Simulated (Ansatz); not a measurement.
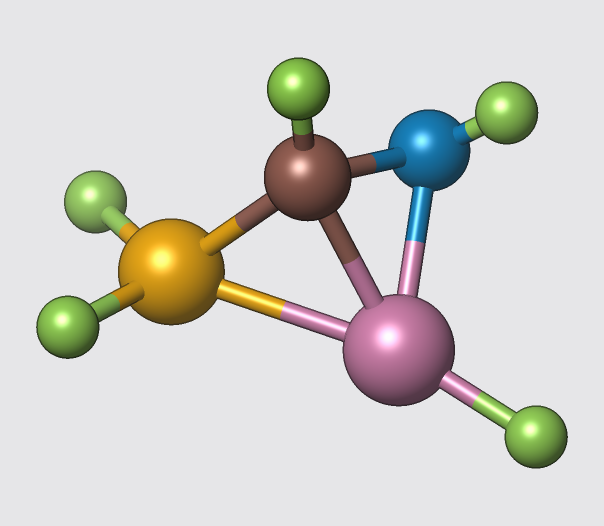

Every bond is drawn as one stick, whatever its order. Colours: oxygen blue, carbon brown, aluminium pink, silicon orange, hydrogen green.

Question: What is the molecular formula?

Answer: CH5AlOSi, 9 atoms: 1 carbon, 5 hydrogen, 1 aluminium, 1 oxygen and 1 silicon.

Question: How many sets of symmetry-equivalent atoms are there?

Answer: 9: 1 O, 1 C, 1 Al, 1 Si, 1 H, 1 H, 1 H, 1 H, 1 H.

Question: Count the bonded pairs by element.

Answer: 2 Si–H, 1 C–O, 1 C–Al, 1 O–H, 1 C–H, 1 Al–Si, 1 Al–O, 1 Al–H, 1 C–Si. Sticks follow a distance rule.

Question: Give the symmetry (Schoenflies symbol).

Answer: C1.

The parts below concern this one geometry. Atoms keep their numbers from picture to picture. Computed geometry: PBE0-D4/def2-TZVP optimisation.

### Shape

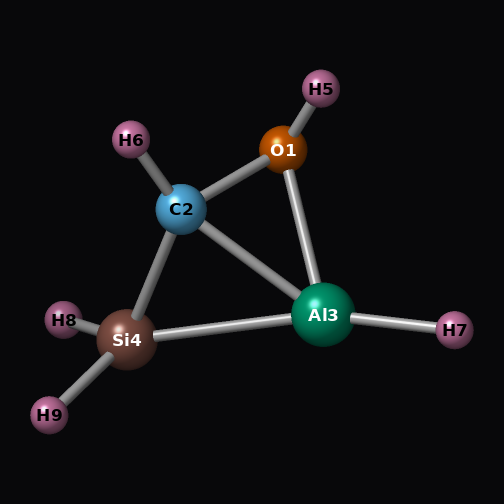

Numbered structure.

What are the angles O1–C2–Si4, O1–Al3–C2, O1–Al3–Si4, C2–O1–Al3, C2–O1–H5, C2–Al3–Si4, C2–Al3–H7, C2–Si4–Al3, C2–Si4–H9, Al3–O1–H5, Al3–C2–Si4, Al3–Si4–H9?

```
     angle  degrees
 O1–C2–Si4    103.7
 O1–Al3–C2     46.6
O1–Al3–Si4     78.0
 C2–O1–Al3     66.7
  C2–O1–H5    106.9
C2–Al3–Si4     51.4
 C2–Al3–H7    137.9
C2–Si4–Al3     54.2
 C2–Si4–H9    105.1
 Al3–O1–H5    111.7
Al3–C2–Si4     74.4
Al3–Si4–H9    112.5
```

### Levels of theory compared

Program: Ansatz 0.2.0.

Compare HOMO–LUMO gap (eV), HOMO energy (eV) at these levels: B3LYP-D4/def2-TZVPP; B97M-V/def2-TZVPP; PBE-D4/def2-TZVPP; PBE0-D4/def2-QZVPP; PBE0-D4/def2-SVP; SPW92 (LDA)/def2-TZVPP; r2SCAN0-D4/def2-TZVPP; r2SCANh-D4/def2-TZVPP; ωB97M-V/def2-QZVPP; ωB97M-V/def2-SVP; ωB97M-V/def2-TZVPP.

| level | HOMO–LUMO gap (eV) | HOMO energy (eV) |
| --- | --- | --- |
| B3LYP-D4/def2-TZVPP | 4.80 | −5.79 |
| B97M-V/def2-TZVPP | 3.74 | −5.20 |
| PBE-D4/def2-TZVPP | 3.33 | −4.94 |
| PBE0-D4/def2-QZVPP | 5.09 | −6.00 |
| PBE0-D4/def2-SVP | 5.35 | −5.96 |
| SPW92 (LDA)/def2-TZVPP | 3.26 | −5.05 |
| r2SCAN0-D4/def2-TZVPP | 5.49 | −6.10 |
| r2SCANh-D4/def2-TZVPP | 4.50 | −5.51 |
| ωB97M-V/def2-QZVPP | 8.47 | −8.04 |
| ωB97M-V/def2-SVP | 9.09 | −7.96 |
| ωB97M-V/def2-TZVPP | 8.82 | −8.02 |

### Charges

The questions are on Mulliken charges. Properties computed with RKS PBE0-D4/def2-TZVP (Ansatz 0.2.0).

List the Mulliken charges.

| atom | value (e) |
| --- | --- |
| O1 | −0.32 |
| C2 | −0.31 |
| Al3 | 0.27 |
| Si4 | 0.02 |
| H5 | 0.33 |
| H6 | 0.14 |
| H7 | −0.08 |
| H8 | −0.03 |
| H9 | −0.02 |

### Vibrations

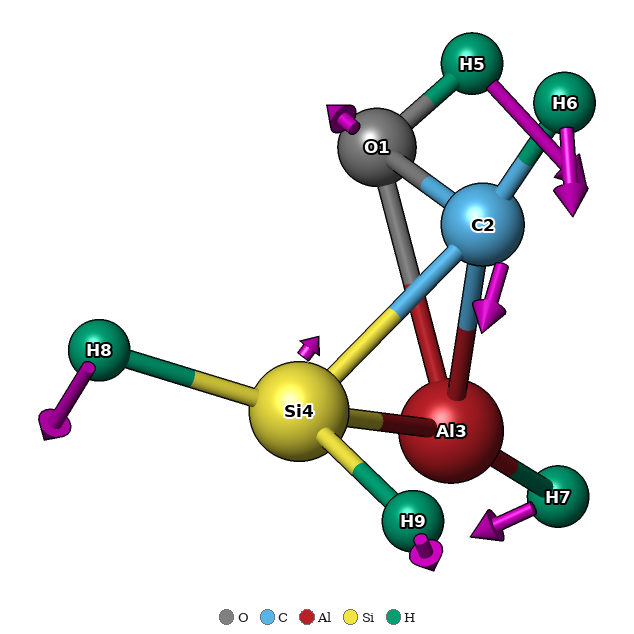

The arrows show one normal mode. Harmonic vibrations computed with RKS PBE0-D4/def2-TZVP (Ansatz 0.2.0) at a stationary point of the same level.

Question: Estimate its harmonic wavenumber.

Answer: 781 cm⁻¹; it is mode 12 of 21 counted from the lowest.

Mulliken values depend strongly on the basis set and can even reverse the polarity of a bond.
